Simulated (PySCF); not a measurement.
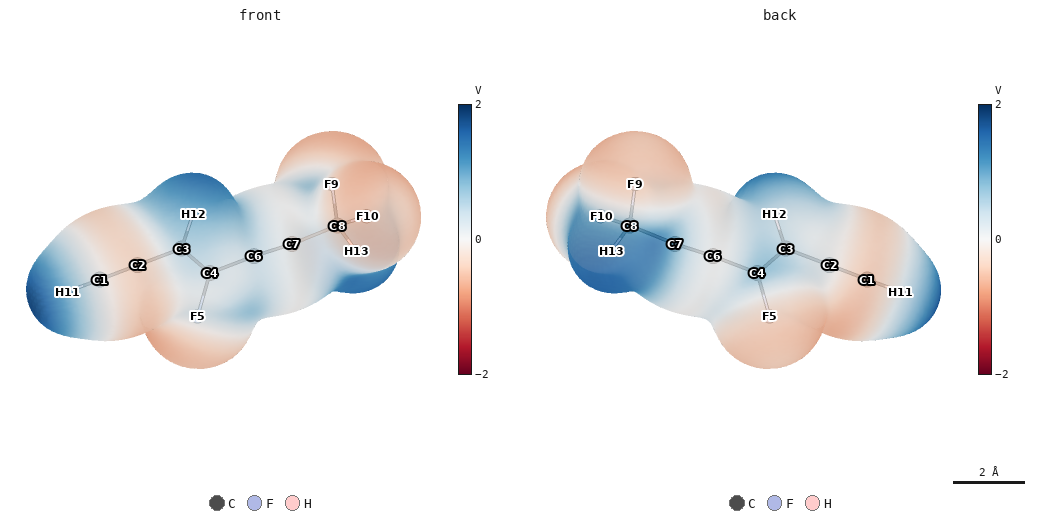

The picture shows: C7H3F3. The molecular electrostatic potential painted on the density surface at 0.002 e/bohr³, seen from the front and from behind; red is negative and blue positive.

Geometry: GFN2-xTB.

Level of theory: PySCF, wB97X-D/def2-SVPD, SCF density, gas phase.

```yaml
atoms:
  - { symbol: C, position_ang: [-2.2571, -2.3946, -2.3411] }
  - { symbol: C, position_ang: [-1.7873, -1.6304, -1.5408] }
  - { symbol: C, position_ang: [-1.2370, -0.7416, -0.6067] }
  - { symbol: C, position_ang: [0.0791, -0.6353, -0.3619] }
  - { symbol: F, position_ang: [0.9784, -1.3981, -1.0156] }
  - { symbol: C, position_ang: [0.6261, 0.2599, 0.5781] }
  - { symbol: C, position_ang: [1.1620, 0.9982, 1.3646] }
  - { symbol: C, position_ang: [1.6934, 1.9315, 2.3422] }
  - { symbol: F, position_ang: [1.3545, 3.2094, 2.0336] }
  - { symbol: F, position_ang: [1.1826, 1.6903, 3.5769] }
  - { symbol: H, position_ang: [-2.6741, -3.0573, -3.0392] }
  - { symbol: H, position_ang: [-1.9188, -0.1097, -0.0562] }
  - { symbol: H, position_ang: [2.7938, 1.8783, 2.4126] }
```

> Which sites attract a positive test charge, and which a negative one?

A positive charge is drawn to the negative regions and a negative charge to the positive ones. The most negative region (about −0.7 V) lies over the C and F atoms, the most positive (about +1.8 V) over H11.
